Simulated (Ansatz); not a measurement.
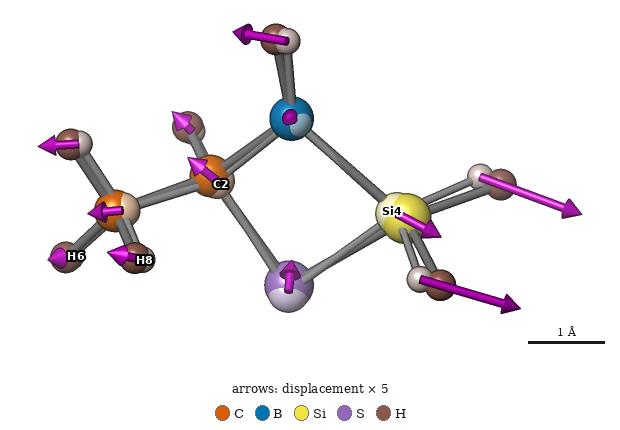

A relaxation of C$_{2}$H$_{7}$BSSi (coarse preliminary run). The starting structure is drawn faded, the final one solid; purple arrows show the displacements, magnified 5 times. The two geometries are superimposed by the best rigid fit.

The picture is a ball-and-stick view, seen at a tilt.

The start comes from a force field.

These are results of Ansatz 0.2.0, RKS PBE-D4/def2-SVP, not measurements.

Input
```yaml
crystal:
  periodic: [false, false, false]
  atoms:
    - {symbol: C, position_ang: [-0.596600, 0.278100, 1.566900]}
    - {symbol: C, position_ang: [0.013200, 0.690200, 0.229500]}
    - {symbol: B, position_ang: [1.090500, -0.416600, -0.220600]}
    - {symbol: Si, position_ang: [0.182400, -0.681400, -1.836000]}
    - {symbol: S, position_ang: [-1.226200, 0.749100, -1.127300]}
    - {symbol: H, position_ang: [-1.400100, 1.107600, 1.822900]}
    - {symbol: H, position_ang: [0.141500, 0.283000, 2.368700]}
    - {symbol: H, position_ang: [-1.112900, -0.646600, 1.473500]}
    - {symbol: H, position_ang: [0.513900, 1.701400, 0.365000]}
    - {symbol: H, position_ang: [2.119900, -0.851500, 0.282200]}
    - {symbol: H, position_ang: [-0.502400, -2.032100, -1.877800]}
    - {symbol: H, position_ang: [0.853800, -0.236600, -3.013000]}
basis:
  gaussian: {orbitals: def2-SVP}
hamiltonian: {xc: pbe, dispersion: d4}
relax: {f_tol: 0.03, max_steps: 200}
```

Command:
```bash
ansatz run in.yaml --threads 4 --pin off --events-out ev --progress --plain --max-ram 10444MiB
```

**Which element moves most?**

Hydrogen: up to 0.30 Å, against 0.14 Å for silicon.

**Describe the change and its energy.**

The energy falls by 0.676 eV in 5 geometry steps. Largest force component: 3.2 eV/Å at the start, 0.014 eV/Å at the end. The largest move after the best rigid fit is that of H12, 0.30 Å. Largest moves by element: H 0.30 Å, Si 0.14 Å, C 0.10 Å, S 0.10 Å, B 0.05 Å. Near-neighbour distances that change, for instance: B3–Si4 1.872 → 2.021 Å, Si4–H12 1.426 → 1.510 Å, C1–H6 1.183 → 1.109 Å, Si4–S5 2.129 → 2.187 Å. Among the angles between lasting bonds that change: H11–Si4–H12 117.9° → 106.6°, C2–B3–H10 133.8° → 124.8°, B3–Si4–H11 111.7° → 119.7°. The run took 19 s on 4 threads of Arm Neoverse N1 (shared host).
